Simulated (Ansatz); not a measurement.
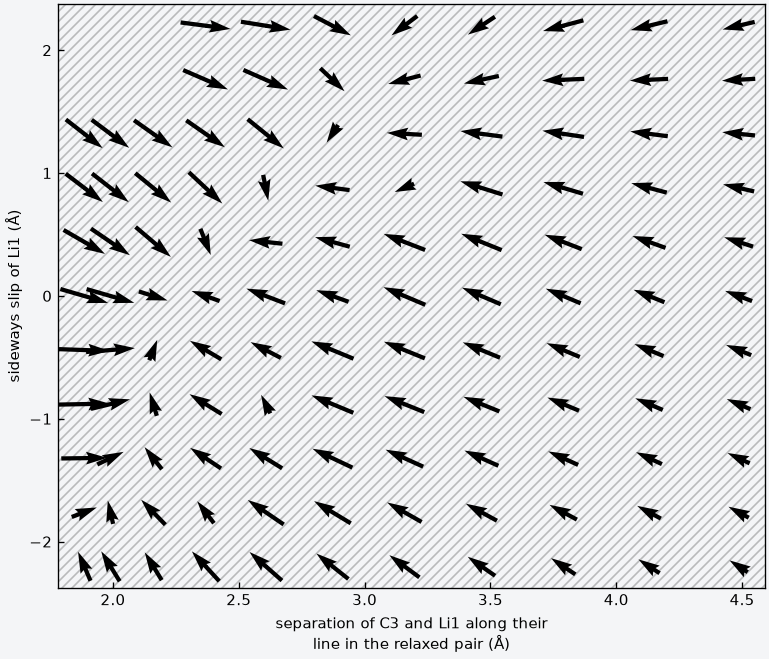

C₄H₆Li, charge +1. First axis: separation of C3 and Li1 along their line in the relaxed pair. Second axis: sideways slip of Li1. Nothing is relaxed (both partners rigid). The scan uses an 11 × 11 grid. At 6 points there is no value (left out of the scan, as a rule where atoms come close). Points are written as (first, second). These are results of RKS PBE0-D4/def2-SVPD in Ansatz, not measurements.

The picture shows dots at the grid points, arrows along the force (downhill), their lengths compressed, hatched blanks where no value was computed.

### The arrows alone are given. Where is the energy lowest?

The arrows converge at about (2.249 Å, 0.00 Å) (read from the interpolated surface).

The energy map of the same scan:

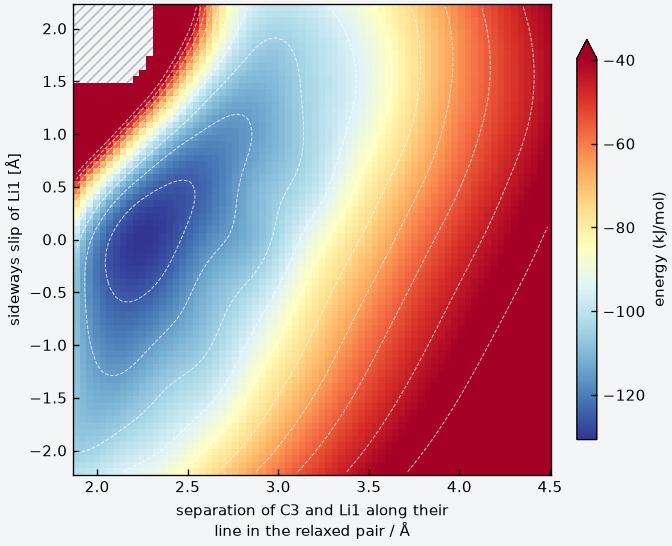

Energies are in kJ/mol, from the ion and the molecule far apart, frozen as in the relaxed pair, each in its own basis (no counterpoise correction); between grid points the surface is interpolated.
